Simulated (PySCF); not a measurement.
```xyz
12

O    -0.7249    1.1010    2.0191
C    -0.5750    0.7665    0.8688
Si   -1.5619   -0.5852   -0.0946
O    -0.1871   -1.3932   -0.5361
Si    1.2923   -0.7172   -0.3700
C     0.6819    1.0599    0.0864
F     0.3264    1.6173   -1.1398
H    -2.2750   -1.4776    0.8005
H    -2.2172   -0.0990   -1.2961
H     1.9835   -1.3531    0.7407
H     1.9083   -0.6871   -1.6835
H     1.3500    1.7669    0.5785
```

Geometry: GFN2-xTB.

The calculation used PySCF, B3LYP/def2-SVPD, SCF density, gas phase.

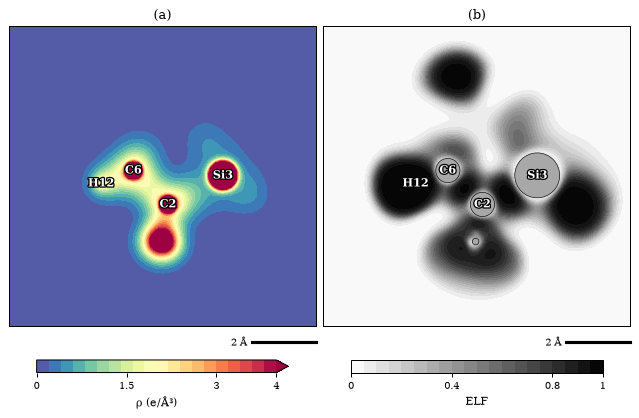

C₂H₅FO₂Si₂ (SMILES O=C1[SiH2]O[SiH2][C@H]1F). (a) total electron density; (b) ELF on the plane of atoms Si3, C2 and C6. Grey discs cover the atomic cores in the ELF map.

Question: What do the fields say about this system?

Answer:
- The plane passes through C, Si and H nuclei.
- C–C (1.51 Å): ρ at the midpoint is about 1.8 e/Å³; the ELF peaks at about 0.95 between the atoms; a covalent bond.
- C–Si (1.93 Å): ρ is about 0.92 e/Å³ halfway; the ELF peaks at about 1 between the atoms, as expected for a covalent bond.
- C–H (1.09 Å): the density is about 2 e/Å³ at the midpoint; the ELF climbs to about 1 towards the hydrogen, as it does in any bond to H; a covalent bond by its length.
- The ELF also peaks beside O1, away from the bonds: lone-pair regions.
